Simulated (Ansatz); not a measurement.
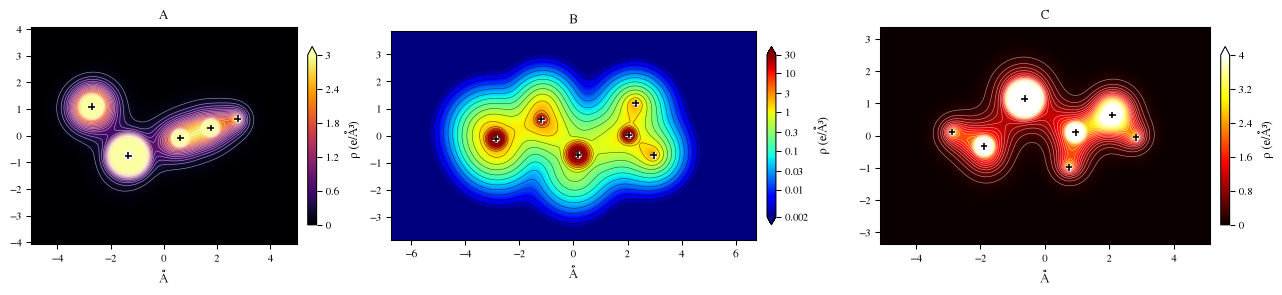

The electron density of 3 systems, each on a plane through atoms (crosses mark nuclei in the plane).

Computed with RKS PBE0-D4/def2-TZVPP in Ansatz 0.2.0.

System 1: C2H2Cl2Sn (SMILES C#[C][SnH]([Cl])[Cl]), the plane of atoms C2, Sn3 and Cl5. Geometry: PBE0-D4/def2-TZVP; core potentials replace the inner electrons of Sn.

```xyz
7

C    -1.6680    1.3497    0.3865
C    -0.7449    0.5924    0.2245
Sn    0.8338   -0.7045   -0.0253
Cl    0.1639   -2.3659   -1.4820
Cl    2.5402    0.4484   -1.0695
H    -2.4853    2.0209    0.5253
H     1.4216   -1.4090    1.3949
```

System 2: C2H5NSe (SMILES C[Se]C=N), the plane of atoms Se2, C1 and H5. Geometry: PBE0-D4/def2-TZVP.

```xyz
9

C    -0.0499    0.8954   -1.3757
Se    1.1055    0.7380    0.1785
C     0.1324   -0.6345    1.0516
N     0.5121   -1.0940    2.1599
H     0.3938    1.6608   -2.0107
H    -1.0488    1.2114   -1.0808
H    -0.0851   -0.0447   -1.9232
H    -0.7551   -0.9555    0.4910
H    -0.1164   -1.8232    2.4923
```

System 3: CH9BSSi2 (SMILES B[SiH2]CS[SiH3]), the plane of atoms H6, B1 and H7. Geometry: PBE0-D4/def2-TZVP.

```xyz
14

B    -1.5169    2.1970    1.2971
Si   -1.2072    0.5454    0.1928
C     0.0854   -0.6385    0.8913
S     0.3299   -2.1199   -0.1512
Si    1.7423   -1.3869   -1.5599
H    -2.4079    2.9410    1.0068
H    -0.8365    2.5017    2.2331
H    -2.4820   -0.2051    0.0142
H    -0.7624    1.0066   -1.1560
H     1.0427   -0.1403    1.0650
H    -0.2468   -1.0163    1.8616
H     1.1915   -0.3193   -2.4348
H     2.9280   -0.8339   -0.8502
H     2.1271   -2.5607   -2.3809
```

Which map belongs to which system?

Answer. Panel A is system 1, C2H2Cl2Sn: the plane holds C, Sn, Cl and H. C–C (1.20 Å): the density is about 2.9 e/Å³ at the midpoint. Panel B is system 3, CH9BSSi2: the plane holds B, Si, C, S and H. C–S (1.83 Å): ρ is about 1.2 e/Å³ halfway. Panel C is system 2, C2H5NSe: the plane holds C, Se, N and H. C–N (1.26 Å): ρ is about 3 e/Å³ halfway.
